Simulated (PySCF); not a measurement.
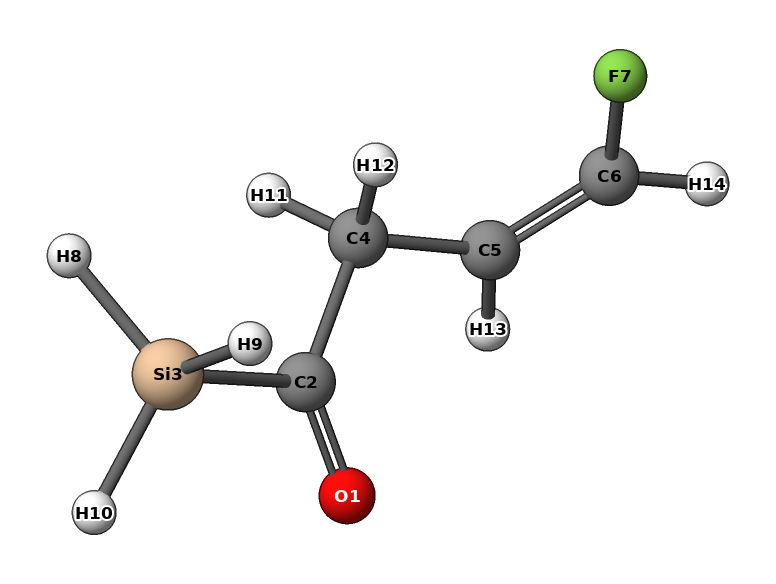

The questions are on Mulliken charges. The computed structure is the end point of a GFN2-xTB optimisation. No frequency run is at hand to confirm it as a minimum. Properties computed with PBE0/pcSseg-1, gas phase (PySCF 2.14.0).

Give the Mulliken charges atom by atom.

```tsv
atom	value (e)
O1	−0.34
C2	0.00
Si3	0.47
C4	−0.22
C5	−0.26
C6	0.27
F7	−0.29
H8	−0.08
H9	−0.06
H10	−0.06
H11	0.17
H12	0.16
H13	0.13
H14	0.11
```

Mulliken values depend strongly on the basis set and can even reverse the polarity of a bond. The geometry is semi-empirical. Around Si such bond lengths and angles can be off by a tenth of an ångström or more and by several degrees, and values that hang on the shape move with them.
